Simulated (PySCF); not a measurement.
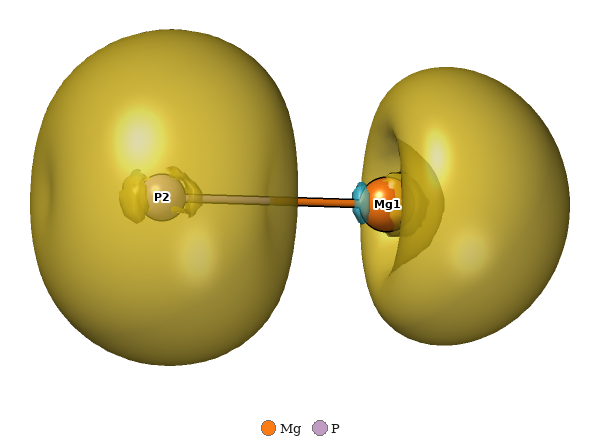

Figure 1: MgP (quartet). Isosurfaces of the spin density at +0.02 (yellow) and −0.02 e/Å³ (cyan), seen from one side.

Theory: PBE0/x2c-TZVPPall, spin-free X2C-1e, Gaussian nucleus, at a bond length of 2.543 Å in PySCF.

```xyz
2

Mg    0.0000    0.0000   -1.4332
P     0.0000    0.0000    1.1098
```

Describe the spin distribution.

The unpaired spin (3 electrons) lies mostly on P2 (about 2.1) and Mg1 (about 0.9), in electrons by Hirshfeld's partition.
